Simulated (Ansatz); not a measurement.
A series of calculations on BNH5OCl

Part 1: Relaxation

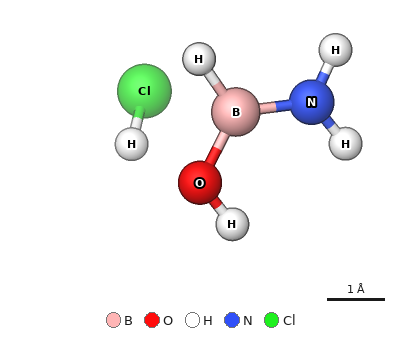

BNH₅OCl, before the relaxation. A ball-and-stick model, seen at a tilt.

The run prepares an end point of a later path (reaction) calculation, from a guessed geometry.

Theory: Ansatz, RKS PBE/def2-mTZVP.

Input
```yaml
crystal:
  periodic: [false, false, false]
  atoms:
    - { symbol: B, position_ang: [-0.145588, -0.095442, 0.040961] }
    - { symbol: O, position_ang: [-0.083585, -0.436198, 1.400025] }
    - { symbol: H, position_ang: [-0.940759, -0.735111, 1.760804] }
    - { symbol: H, position_ang: [0.884863, 0.252911, -0.460982] }
    - { symbol: "N", position_ang: [-1.308094, -0.229579, -0.739598] }
    - { symbol: H, position_ang: [-2.22674, -0.477423, -0.379085] }
    - { symbol: H, position_ang: [-1.334515, 0.060181, -1.713511] }
    - { symbol: Cl, position_ang: [-0.218618, 2.799099, 1.066013] }
    - { symbol: H, position_ang: [0.131335, 1.722161, 1.789874] }
basis:
  gaussian: { orbitals: def2-mTZVP }
hamiltonian:
  xc: pbe
relax:
  f_tol: 0.03
  max_steps: 50
```

Launched with:
```bash
ansatz run input.yaml --threads 2 --pin off --max-ram 3072MiB --backend cpu --events-out ev --progress --plain --runs-dir out
```

> What does the optimiser find from here?

The largest move after the best rigid fit is that of Cl8, 1.94 Å. Largest moves by element: Cl 1.94 Å, O 1.10 Å, H 1.09 Å, N 0.58 Å, B 0.52 Å. Near-neighbour distances that change, for instance: Cl8–H9 1.344 → 1.331 Å, B1–O2 1.403 → 1.393 Å. Bond angles that change, for instance: B1–O2–H3 113.2° → 115.8°. Over 22 accepted moves (26 points after the start) the energy falls by 5.47 kcal/mol. The largest force component goes from 0.59 to 0.0073 eV/Å. The line search rejected the trial steps at points 4, 11, 19, 22 of the run. The forces were under the threshold at step 20, but the run went on from there.

Step by step:

| step | E − E(0), kcal/mol | largest force component, eV/Å | note |
| --- | --- | --- | --- |
| 0 | 0.00 | 0.5897 |  |
| 1 | -1.28 | 0.7256 |  |
| 2 | -2.27 | 0.7914 |  |
| 3 | -3.16 | 0.6116 |  |
| 4 | -2.97 | 1.5752 | rejected |
| 5 | -3.78 | 0.1150 |  |
| 6 | -4.08 | 0.0735 |  |
| 7 | -4.41 | 0.1764 |  |
| 8 | -4.70 | 0.2409 |  |
| 9 | -4.91 | 0.3137 |  |
| 10 | -5.07 | 0.2348 |  |
| 11 | -5.06 | 0.1413 | rejected |
| 12 | -5.16 | 0.1307 |  |
| 13 | -5.25 | 0.0328 |  |
| 14 | -5.31 | 0.1723 |  |
| 15 | -5.35 | 0.0964 |  |
| 16 | -5.39 | 0.0526 |  |
| 17 | -5.41 | 0.1153 |  |
| 18 | -5.43 | 0.0729 |  |
| 19 | -5.41 | 0.0847 | rejected |
| 20 | -5.44 | 0.0158 |  |
| 21 | -5.45 | 0.0343 |  |
| 22 | -5.44 | 0.1271 | rejected |
| 23 | -5.46 | 0.0266 |  |
| 24 | -5.46 | 0.0560 |  |
| 25 | -5.47 | 0.0327 |  |
| 26 | -5.47 | 0.0073 |  |

The structure at the end:

```xyz
9

B    -0.4545    0.1585   -0.2922
O    -0.5453    0.4968    1.0557
H    -1.2466    0.0441    1.5604
H     0.3997    0.7167   -0.9202
N    -1.2976   -0.7791   -0.9123
H    -2.0456   -1.2965   -0.4558
H    -1.2052   -1.0058   -1.8979
Cl    0.8591    2.7386    2.6834
H     0.2944    1.7871    1.9435
```

The end point in the same view:

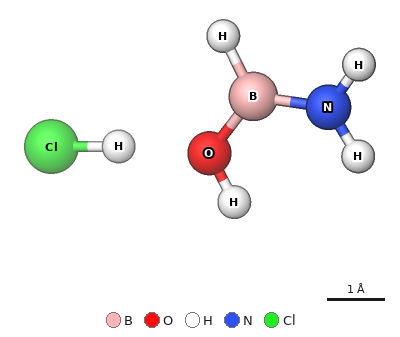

Limits of the set-up: the start holds two separate molecules, 2.2 Å apart at their closest, whose relative position is a soft coordinate and is computed without a dispersion correction.

Part 2: Relaxation

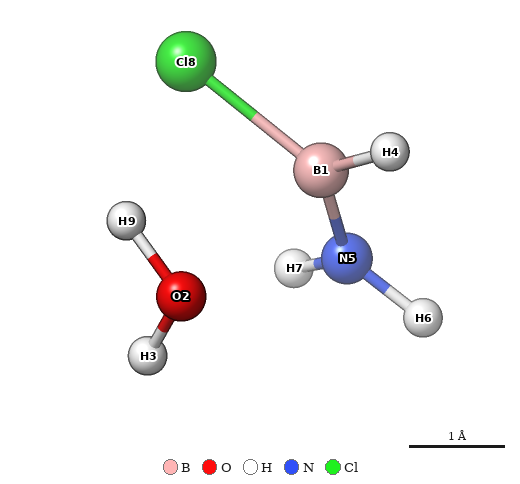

BNH5OCl, before the relaxation. The picture is a ball-and-stick view, seen from a free direction.

The run prepares an end point of a later path (reaction) calculation, from a guessed geometry.

All numbers below come from Ansatz, RKS PBE/def2-mTZVP.

Input
```yaml
crystal:
  periodic: [false, false, false]
  atoms:
    - { symbol: B, position_ang: [-0.103385, 0.473859, -0.409451] }
    - { symbol: O, position_ang: [-0.119877, -0.132911, 2.132278] }
    - { symbol: H, position_ang: [-1.09114, -0.098049, 2.223466] }
    - { symbol: H, position_ang: [0.885675, -0.185888, -0.462342] }
    - { symbol: "N", position_ang: [-1.344377, 0.03227, -0.868007] }
    - { symbol: H, position_ang: [-1.487975, -0.916796, -1.20219] }
    - { symbol: H, position_ang: [-2.172385, 0.620487, -0.919918] }
    - { symbol: Cl, position_ang: [0.047354, 2.248341, 0.06776] }
    - { symbol: H, position_ang: [0.144411, 0.819287, 2.202902] }
basis:
  gaussian: { orbitals: def2-mTZVP }
hamiltonian:
  xc: pbe
relax:
  f_tol: 0.03
  max_steps: 50
```

Command:
```bash
ansatz run input.yaml --threads 2 --pin off --max-ram 3072MiB --backend cpu --events-out ev --progress --plain --runs-dir out
```

> Predict the outcome.

Over 27 accepted moves (29 points after the start) the energy falls by 1.28 kcal/mol. Largest force component: 0.58 eV/Å at the start, 0.0093 eV/Å at the end. The line search rejected the trial steps at points 3, 13 of the run. The forces were under the threshold at step 20, but the run went on from there. H3 moves most after the best rigid fit: 1.37 Å. By element the largest moves are H 1.37 Å, O 0.77 Å, N 0.54 Å, Cl 0.32 Å, B 0.32 Å. Some distances before and after: B1–Cl8 1.844 → 1.798 Å, O2–H9 0.991 → 0.978 Å, B1–N5 1.395 → 1.390 Å. The run took 51 s on 2 threads of Arm Neoverse V1, with other jobs on the host, peak memory 0.15 GiB.

The structure at the end:

```xyz
9

B    -0.2318    0.4361   -0.6961
O     0.0382   -0.0937    2.8877
H    -0.6769    0.1446    3.5052
H     0.7258   -0.2730   -0.6342
N    -1.3748    0.0782   -1.4005
H    -1.4546   -0.8134   -1.8831
H    -2.2073    0.6601   -1.4675
Cl   -0.1767    2.0274    0.1387
H     0.1164    0.6943    2.3141
```

After the run, drawn alike:

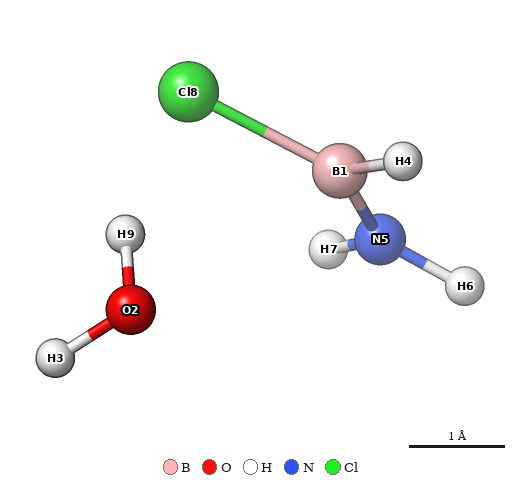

Limits of the set-up: the start holds two separate molecules, 2.6 Å apart at their closest, whose relative position is a soft coordinate and is computed without a dispersion correction.

Part 3: Path

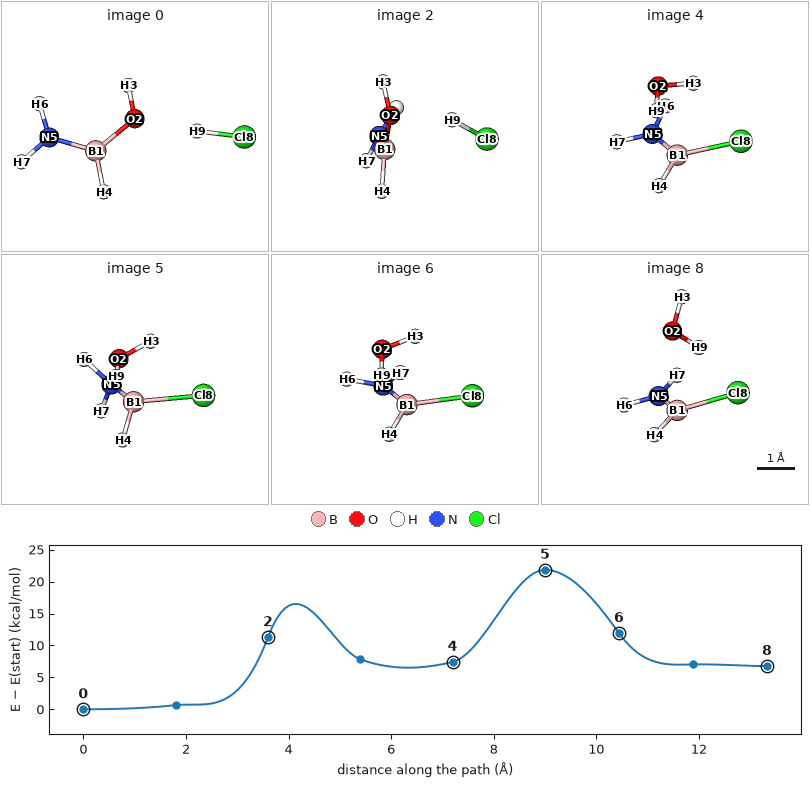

A search for the minimum-energy path of BNH5OCl by the nudged elastic band. Images are numbered from 0 (start) to 8 (end). A ball-and-stick model, seen at a tilt.

The calculation used RKS PBE/def2-mTZVP in Ansatz. Settings: 7 movable images; climbing image; force threshold 0.03 eV/Å; iteration limit 60; starting path through a guess of the saddle point.

> Describe the mechanism and the energy profile.

The path has more than one stage, and so few images may leave a stage unresolved. Breaking: B1–O2 (1.39 → 1.70 at the top → 3.63 Å), Cl8–H9 (1.33 → 3.11 at the top → 2.57 Å). Forming: B1–Cl8 (4.15 → 1.93 at the top → 1.80 Å), O2–H9 (1.78 → 0.98 at the top → 0.98 Å). The energy climbs by 21.8 kcal/mol to image 5 and then falls by 15.1 kcal/mol, so the end point sits at +6.8 kcal/mol. The band converged in 52 iterations. The largest component of the band force went from 41 to 0.022 eV/Å. The climbing image converged on the top of the path. Its vibrational analysis gives one imaginary mode (355i cm⁻¹), as a transition state must have.
